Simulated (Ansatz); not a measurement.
# Calculations on CH4OSSi

## 1. Relaxation

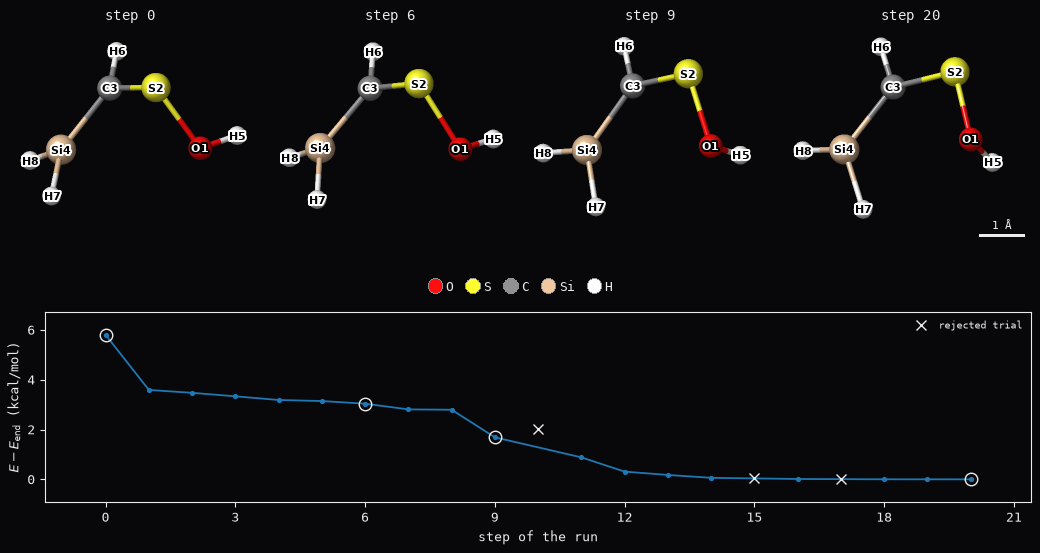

Frames of a relaxation of CH$_{4}$OSSi, marked on the history of the run. The picture is a ball-and-stick view, seen at a tilt.

The run prepares an end point of a later path (torsion) calculation, from a guessed geometry.

Theory: RKS revPBE/def2-SVP (Ansatz).

Input
```yaml
crystal:
  periodic: [false, false, false]
  atoms:
    - { symbol: O, position_ang: [-1.44052, 1.30084, -0.74832] }
    - { symbol: S, position_ang: [-0.52612, 1.47503, 0.66767] }
    - { symbol: C, position_ang: [0.10859, -0.14853, 0.90465] }
    - { symbol: Si, position_ang: [1.19473, -0.82131, -0.31345] }
    - { symbol: H, position_ang: [-2.35862, 1.13415, -0.51089] }
    - { symbol: H, position_ang: [-0.27274, -0.67128, 1.76773] }
    - { symbol: H, position_ang: [1.73189, -0.03816, -1.41334] }
    - { symbol: H, position_ang: [1.5628, -2.23073, -0.35405] }
basis:
  gaussian: { orbitals: def2-SVP }
hamiltonian:
  xc: revpbe
relax:
  f_tol: 0.015
  max_steps: 40
```

Launched with:
```bash
ansatz run input.yaml --threads 1 --pin off --max-ram 2048MiB --backend cpu --events-out ev --progress --plain --runs-dir out
```

**Describe the path.**

The atom that moves furthest after the best rigid fit is H7 (0.85 Å). Largest moves by element: H 0.85 Å, S 0.75 Å, O 0.54 Å, Si 0.13 Å, C 0.11 Å. Some distances before and after: Si4–H7 1.453 → 1.495 Å, Si4–H8 1.457 → 1.497 Å, C3–H6 1.079 → 1.108 Å, S2–C3 1.759 → 1.730 Å. Bond angles that change, for instance: S2–C3–Si4 118.7° → 131.9°, Si4–C3–H6 125.8° → 117.6°, C3–Si4–H8 122.9° → 115.3°. Groups turn about S2–C3 by about 55°. Over 17 accepted moves (20 points after the start) the energy falls by 5.80 kcal/mol. The largest force component goes from 1.1 to 0.0083 eV/Å. The line search rejected the trial steps at points 10, 15, 17 of the run. The run took 2.7 min on 1 thread of Intel(R) Xeon(R) Processor @ 2.50GHz (Skylake/Cascade Lake), with other jobs on the host, peak memory 0.15 GiB. From step 0 to 6: O and H atoms move most (0.15 Å), energy −2.76 kcal/mol. From step 6 to 9: H atoms move most (0.48 Å), energy −1.35 kcal/mol. From step 9 to 20: H atoms move most (0.26 Å), energy −1.69 kcal/mol.

## 2. Relaxation

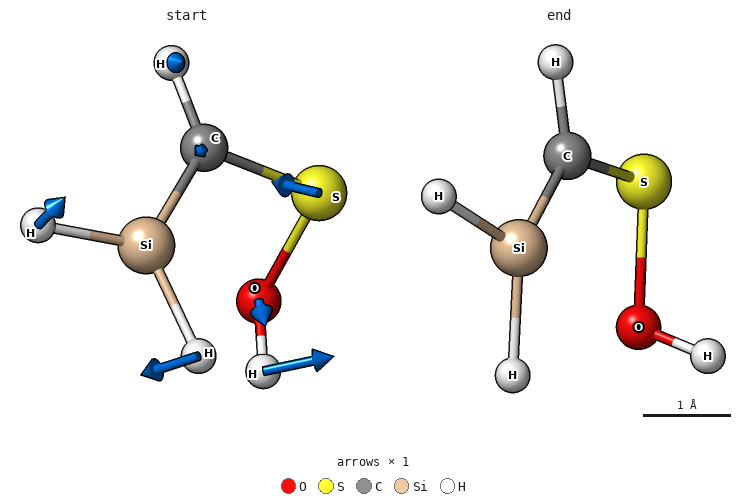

The structure of CH₄OSSi before (left) and after (right) a relaxation, at one scale. The blue arrows give the displacements, at their true length.

A ball-and-stick model, seen from a free direction.

The run prepares an end point of a later path (torsion) calculation, from a guessed geometry.

The calculation used RKS revPBE/def2-SVP (Ansatz). (no spin polarisation; force threshold 0.015 eV/Å; at most 40 steps)

> Describe what moved and what it gained.

The largest move after the best rigid fit is that of an H atom, 0.87 Å. Largest moves by element: H 0.87 Å, S 0.77 Å, O 0.39 Å, C 0.17 Å, Si 0.04 Å. Some distances before and after: H–Si 1.453 → 1.494 Å, C–H 1.079 → 1.108 Å, C–S 1.759 → 1.732 Å, H–O 0.963 → 0.981 Å. Among the angles between lasting bonds that change: S–C–Si 118.7° → 132.1°, Si–C–H 125.8° → 117.8°, C–Si–H 122.9° → 116.4°. Groups turn about C–S by about 55°. Over 15 accepted moves (16 points after the start) the energy falls by 27.0 kJ/mol. Largest force component: 1.4 eV/Å at the start, 0.0083 eV/Å at the end. The line search rejected the trial step at point 12 of the run. The run took 110 s on 1 thread of Intel(R) Xeon(R) Processor @ 2.50GHz (Skylake/Cascade Lake), with other jobs on the host, peak memory 0.15 GiB.

## 3. Path

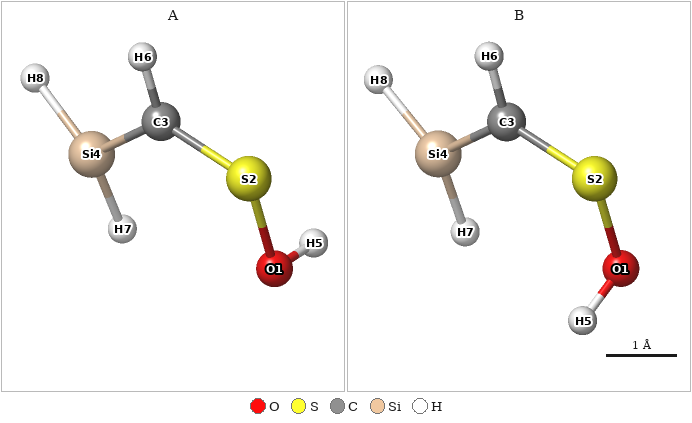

The two relaxed end points of a path for CH4OSSi. The picture is a ball-and-stick view, seen from a free direction.

Theory: RKS revPBE/def2-SVP (Ansatz).

Input
```yaml
crystal:
  periodic: [false, false, false]
  atoms:
    - { symbol: O, position_ang: [-1.126469, 1.711725, -0.581417] }
    - { symbol: S, position_ang: [-1.067407, 1.152442, 1.020608] }
    - { symbol: C, position_ang: [0.022066, -0.18876, 0.929014] }
    - { symbol: Si, position_ang: [1.140825, -0.715976, -0.331521] }
    - { symbol: H, position_ang: [-1.733776, 1.10495, -1.058533] }
    - { symbol: H, position_ang: [0.073789, -0.703333, 1.908978] }
    - { symbol: H, position_ang: [0.963187, -0.28185, -1.751396] }
    - { symbol: H, position_ang: [1.727796, -2.079187, -0.135732] }
basis:
  gaussian: { orbitals: def2-SVP }
hamiltonian:
  xc: revpbe
neb:
  order_check: false
  images: 9
  f_tol: 0.05
  max_iterations: 27
  initial_path: idpp
  final_atoms:
    - { symbol: O, position_ang: [-1.60438947, 1.19576955, -0.68352537] }
    - { symbol: S, position_ang: [-1.29428264, 0.91522963, 0.96445333] }
    - { symbol: C, position_ang: [0.00361153, -0.23096809, 0.92938014] }
    - { symbol: Si, position_ang: [1.06188137, -0.77545742, -0.36838778] }
    - { symbol: H, position_ang: [-1.05662515, 1.97194761, -0.9280164] }
    - { symbol: H, position_ang: [0.21642826, -0.59230289, 1.95507689] }
    - { symbol: H, position_ang: [0.73408855, -0.53736384, -1.80633569] }
    - { symbol: H, position_ang: [1.93929856, -1.94684356, -0.06264411] }
```

Command:
```bash
ansatz run input.yaml --threads 1 --pin off --max-ram 2048MiB --backend cpu --events-out ev --progress --plain --runs-dir out
```

> What barrier does the band find between them, and by what path?

The highest point, image 5, lies 0.174 eV above the start and 0.163 eV above the end; the end is at +0.011 eV relative to the start. The motion is a rotation about the O1–S2 bond by about 170°. No bond forms or breaks between the ends. Among the angles between lasting bonds that change up to the highest image: C3–Si4–H7 121.1° → 111.4°, C3–Si4–H8 115.3° → 110.2°. The band converged in 7 iterations. The largest component of the band force went from 1.3 to 0.044 eV/Å. The climbing image converged on the top of the path. Its vibrational analysis gives one imaginary mode (399i cm⁻¹), as a transition state must have.

Energies of the converged images:

```
image  path (Å)  E (eV)
    0      0.00   0.000
    1      0.27   0.009
    2      0.53   0.035
    3      0.80   0.079
    4      1.07   0.139
    5      1.33   0.174
    6      1.56   0.149
    7      1.78   0.095
    8      2.01   0.047
    9      2.23   0.019
   10      2.46   0.011
```

The geometry at the top of the path:

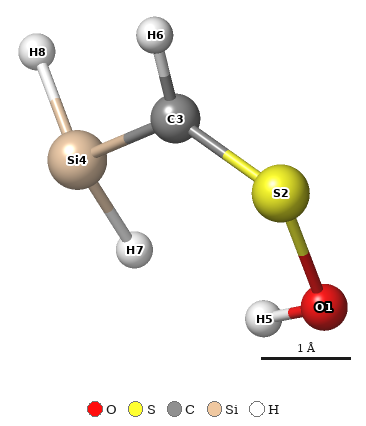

Cost: 5.6 min on 1 thread of Intel(R) Xeon(R) Processor @ 2.50GHz (Skylake/Cascade Lake) (shared host), peak memory 0.26 GiB.
